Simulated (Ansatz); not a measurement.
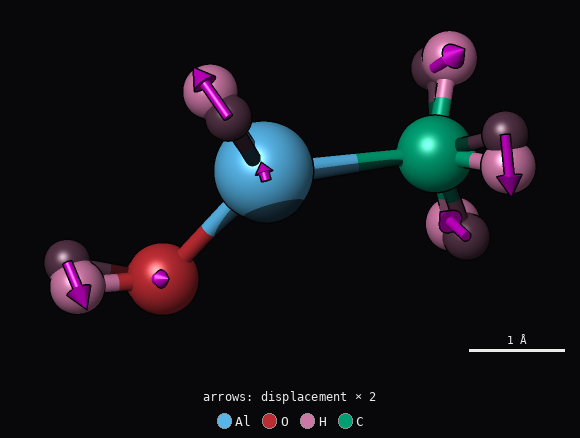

A relaxation of CH5AlO. The starting structure is drawn faded, the final one solid; purple arrows show the displacements, 2 times their true length. The two geometries are superimposed by the best rigid fit.

The picture is a ball-and-stick view, seen from a free direction.

The run prepares the start of a later molecular dynamics calculation, from a guessed geometry.

The calculation used RKS PBE-D4/6-31G* (Ansatz). (no spin polarisation; force threshold 0.02 eV/Å; at most 40 steps)

Q: Which element moves most?

A: Hydrogen: up to 0.35 Å, against 0.11 Å for aluminium.

Q: What did the optimiser do to the structure, and how much energy did it gain?

A: Over 13 accepted moves (17 points after the start) the energy falls by 2.66 kcal/mol. The largest force component goes from 1.3 to 0.0029 eV/Å. The line search rejected the trial steps at points 1, 8, 10, 12 of the run. The forces were under the threshold at step 7, but the run went on from there. The largest move after the best rigid fit is that of an H atom, 0.35 Å. By element the largest moves are H 0.35 Å, Al 0.11 Å, O 0.11 Å, C 0.03 Å. Among the contacts that change: Al–H 1.560 → 1.611 Å, Al–O 1.780 → 1.734 Å, H–O 1.010 → 0.974 Å, Al–C 1.970 → 1.959 Å. Bond angles that change, for instance: Al–O–H 109.5° → 117.1°, C–Al–H 120.0° → 124.7°, H–C–H 109.4° → 106.6°. Groups turn about Al–C by about 25°.
